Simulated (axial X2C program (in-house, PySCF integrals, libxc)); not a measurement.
**WAl: EOM-EA-CCSD levels**

Wanted for WAl: EOM-EA-CCSD levels, at the two-component level.

The runs use an in-house X2C program for linear molecules on PySCF integrals; two-component X2C with atomic mean-field terms, W dyall-acv3z, Al dyall-av3z.

All values are calculated.

**1. The job**

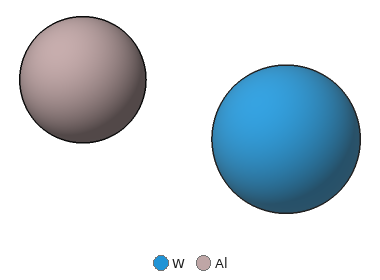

The two atoms at 2.630 Å (tungsten blue, aluminium light grey).

Contents of task.json:

```json
{"zs": [74, 13], "q": 0, "bas": ["dyall-acv3z", "dyall-av3z"], "r0": 2.63, "eom": "ea", "thr": -2.0, "nmax": 92, "grid": [1, 0.96, 1.045, 0.92, 1.09, 1.15]}
```

Keys: zs atomic numbers; q charge; bas basis sets; r0 starting distance in Å; eom kind of EOM run; thr threshold in hartree for freezing inner shells (an s shell follows its p shell); nmax most natural virtual spinors; grid distances as factors.

Started as:

```bash
python soeom.py task.json out
```

Nuclei are Gaussian, cores are contracted, and the Gaunt term is on.

**2. EOM-EA-CCSD at 2.623 Å**

Reference: the closed shell WAl⁺; 8 electrons correlated, 92 virtual spinors; roots sought by Ω: 1/2: 5, 3/2: 4, 5/2: 2, 7/2: 1.

Output:

```text
two-component X2C + atomic mean field  HF
basis functions 259  fitting functions 1282  grid points 5083
iter        total energy     max residual
   1     -16379.109134183     9.66e-01
   2     -16379.155962918     2.03e-02
   3     -16379.157940866     2.67e-02
   4     -16379.160930686     1.49e-03
   5     -16379.161498334     1.16e-03
   6     -16379.161911873     9.47e-04
   7     -16379.162201421     8.00e-04
   8     -16379.162425308     5.28e-04
   9     -16379.162567246     2.85e-04
  10     -16379.162601410     1.42e-04
  11     -16379.162608634     5.99e-05
  12     -16379.162609566     3.02e-05
  13     -16379.162609957     1.49e-05
  14     -16379.162610061     8.41e-06
  15     -16379.162610109     5.02e-06
  16     -16379.162610124     3.15e-06
  17     -16379.162610134     2.98e-06
  18     -16379.162610137     2.03e-06
  19     -16379.162610139     1.09e-06
converged
one-electron -22840.92577461  Coulomb 6623.11832428  exact exchange -341.39880808  xc functional 0.00000000  nuclear repulsion 194.07871784  atomic mean-field constant -14.03506957
correlated 8  virtual 338  natural virtual 92  E(MP2) -0.169476184  MP2 remainder -0.023972320
iter   CCSD correlation   residual
   1     -0.164183897   1.84e-01
   2     -0.176454766   1.05e-01
   3     -0.180092094   5.93e-02
   4     -0.182456310   4.19e-02
   5     -0.184104097   2.81e-02
   6     -0.184825718   1.90e-02
   7     -0.185628363   1.31e-02
   8     -0.185971377   7.46e-03
   9     -0.186065405   4.31e-03
  10     -0.186116540   2.54e-03
  11     -0.186123408   1.67e-03
  12     -0.186141636   1.09e-03
  13     -0.186144447   7.80e-04
  14     -0.186147231   6.04e-04
  15     -0.186146709   4.71e-04
  16     -0.186149466   3.68e-04
  17     -0.186153379   2.84e-04
  18     -0.186157077   2.09e-04
  19     -0.186160039   1.58e-04
  20     -0.186162030   1.13e-04
  21     -0.186164036   8.39e-05
  22     -0.186165441   5.70e-05
  23     -0.186166262   3.82e-05
  24     -0.186166635   2.74e-05
  25     -0.186166832   1.99e-05
  26     -0.186166889   1.52e-05
  27     -0.186166886   1.24e-05
(T) -0.013325732  T1 0.0511  D1 0.0692  max T2 0.141
EOM-EA-CCSD roots
2*Omega      energy/Eh   energy/eV  one-particle weight
    1      -0.23105357     -6.2873      0.877
    1      -0.19810327     -5.3907      0.906
    1      -0.16778933     -4.5658      0.792
    1      -0.14452949     -3.9328      0.014
    1      -0.13932035     -3.7911      0.021
    3      -0.22958364     -6.2473      0.876
    3      -0.17623861     -4.7957      0.828
    3      -0.14303808     -3.8923      0.011
    3      -0.13492246     -3.6714      0.005
    5      -0.20807517     -5.6620      0.777
    5      -0.13409125     -3.6488      0.030
    7      -0.10540954     -2.8683      0.000  not converged
```

T1 in the output is the amplitude norm over the root of the electron number; divide by √2 for the Lee–Taylor value.

```csv
Ω,binding energy (eV),above lowest (cm⁻¹),spinor,weight
1/2,6.287,0,"37% W dσ, 23% W dπ, 16% Al pπ",0.88
3/2,6.247,320,"42% W dπ, 28% Al pπ, 20% W dδ",0.88
5/2,5.662,5040,96% W dδ,0.78
1/2,5.391,7230,"34% W pπ, 27% Al pπ, 11% W pσ",0.91
3/2,4.796,12030,"36% W pπ, 32% Al pπ, 22% W dπ",0.83
1/2,4.566,13880,"37% W pσ, 18% Al pσ, 16% W dσ",0.79
```

Wall time 18 s (1 thread of Arm Neoverse V1, shared host); peak memory 0.71 GiB.

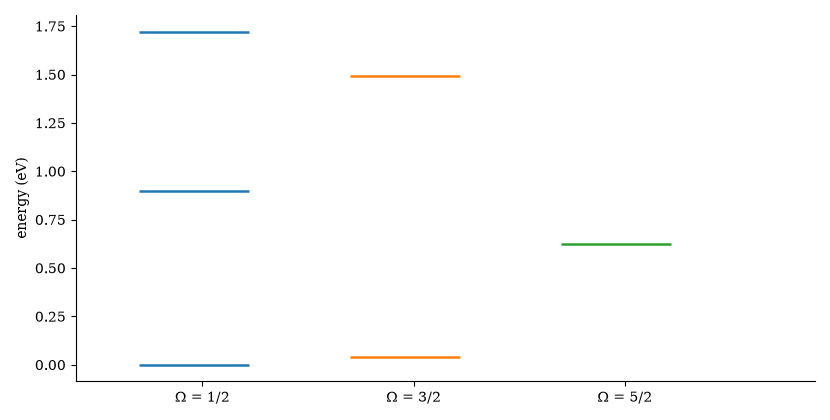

The roots by Ω, from the lowest.

**3. EOM-EA-CCSD at 2.518 Å**

```csv
Ω,binding energy (eV),above lowest (cm⁻¹),spinor,weight
1/2,6.489,0,"39% W dσ, 23% W dπ, 15% Al pπ",0.88
3/2,6.454,280,"42% W dπ, 25% Al pπ, 23% W dδ",0.88
5/2,5.888,4850,96% W dδ,0.78
1/2,5.444,8430,"37% W pπ, 27% Al pπ, 9% W dπ",0.90
3/2,4.874,13030,"39% W pπ, 32% Al pπ, 20% W dπ",0.84
1/2,4.574,15450,"38% W pσ, 19% Al pσ, 14% W dσ",0.79
```

Run time: 19 s. Hardware: 1 thread of Arm Neoverse V1, shared host; peak memory 0.72 GiB.

**4. EOM-EA-CCSD at 2.741 Å**

```csv
Ω,binding energy (eV),above lowest (cm⁻¹),spinor,weight
1/2,6.079,0,"33% W dσ, 23% W dπ, 18% Al pπ",0.88
3/2,6.033,380,"42% W dπ, 31% Al pπ, 17% W dδ",0.88
5/2,5.427,5260,97% W dδ,0.77
1/2,5.334,6010,"31% W pπ, 27% Al pπ, 13% W pσ",0.91
3/2,4.713,11020,"33% W pπ, 32% Al pπ, 25% W dπ",0.82
1/2,4.545,12380,"35% W pσ, 18% W dσ, 16% Al pσ",0.79
```

It took 19 s on 1 thread of Arm Neoverse V1, shared host; peak memory 0.75 GiB.

**5. EOM-EA-CCSD at 2.413 Å**

```csv
Ω,binding energy (eV),above lowest (cm⁻¹),spinor,weight
1/2,6.702,0,"42% W dσ, 22% W dπ, 13% Al pπ",0.88
3/2,6.671,250,"41% W dπ, 27% W dδ, 23% Al pπ",0.88
5/2,6.125,4650,95% W dδ,0.79
1/2,5.496,9730,"39% W pπ, 28% Al pπ, 10% W dπ",0.90
3/2,4.954,14090,"40% W pπ, 33% Al pπ, 18% W dπ",0.84
1/2,4.573,17170,"38% W pσ, 20% Al pσ, 13% W dσ",0.77
```

Wall time 22 s (1 thread of Arm Neoverse V1, shared host); peak memory 0.77 GiB.

**6. EOM-EA-CCSD at 2.859 Å**

```csv
Ω,binding energy (eV),above lowest (cm⁻¹),spinor,weight
1/2,5.894,0,"30% W dσ, 23% W dπ, 20% Al pπ",0.88
3/2,5.839,440,"40% W dπ, 35% Al pπ, 14% W dδ",0.88
1/2,5.284,4920,"28% Al pπ, 27% W pπ, 15% W pσ",0.91
5/2,5.211,5510,97% W dδ,0.77
3/2,4.634,10160,"31% Al pπ, 29% W dπ, 29% W pπ",0.81
1/2,4.512,11150,"32% W pσ, 21% W dσ, 14% Al pσ",0.79
```

It took 19 s on 1 thread of Arm Neoverse V1, shared host; peak memory 0.79 GiB.

**7. EOM-EA-CCSD at 3.016 Å**

```csv
Ω,binding energy (eV),above lowest (cm⁻¹),spinor,weight
1/2,5.686,0,"25% W dσ, 22% Al pπ, 22% W dπ",0.88
3/2,5.621,520,"42% Al pπ, 35% W dπ, 11% W dδ",0.88
1/2,5.229,3690,"30% Al pπ, 23% W pπ, 16% W pσ",0.92
5/2,4.956,5880,98% W dδ,0.77
3/2,4.537,9270,"36% W dπ, 29% Al pπ, 23% W pπ",0.79
1/2,4.457,9910,"28% W pσ, 25% W dσ, 12% W dπ",0.78
```

Run time: 19 s. Hardware: 1 thread of Arm Neoverse V1, shared host; peak memory 0.79 GiB.

**8. Curves of the states**

Energies in eV from the lowest point of the lowest state; states are followed by energy order within each Ω.

```csv
R (Å),(1)Ω=1/2,(1)Ω=3/2,(1)Ω=5/2,(2)Ω=1/2,(2)Ω=3/2,(3)Ω=1/2
2.413,0.1702,0.2013,0.7470,1.3761,1.9177,2.2988
2.518,0.0401,0.0749,0.6408,1.0850,1.6551,1.9554
2.623,0.0000,0.0400,0.6253,0.8966,1.4916,1.7215
2.741,0.0281,0.0750,0.6806,0.7735,1.3951,1.5629
2.859,0.1049,0.1597,0.7882,0.7147,1.3646,1.4868
3.016,0.2511,0.3159,0.9805,0.7082,1.4004,1.4801
```

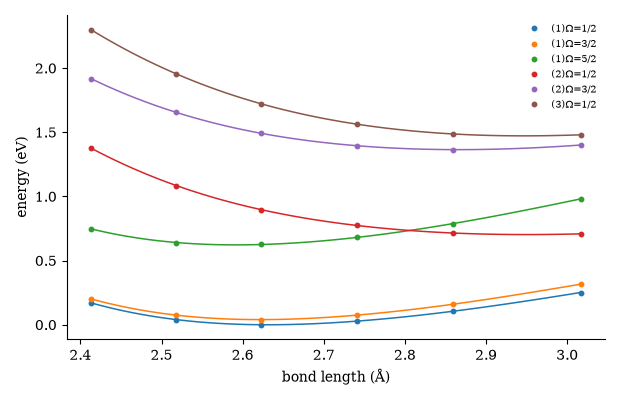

The states along the bond.

Constants where the minimum is well bracketed (masses 183.951 and 26.982 u):

```csv
state,Te (cm⁻¹),Re (Å),ωe (cm⁻¹)
(1)Ω=1/2,0,2.632,248.8
(1)Ω=3/2,320,2.622,255.8
(1)Ω=5/2,5020,2.592,268.6
```

**9. What came out**

| quantity | value |
| --- | --- |
| lowest root at 2.623 Å | Ω = 1/2, 6.287 eV |
| next root led by one particle | Ω = 3/2, about 320 cm⁻¹ higher |
| T1 of the reference | 0.036 |
| lowest state, Re and ωe | 2.632 Å, 248.8 cm⁻¹ |

**Reading.** The added electron is bound by 6.29 eV in a spinor of 37% W dσ, 23% W dπ, 16% Al pπ. Errors of 0.1 to 0.3 eV are usual at this size, and roots led by higher excitations are left out, so the list is incomplete, and low states of that kind can be missing. T1 or the largest double amplitude of the reference is raised, which lowers the reliability.
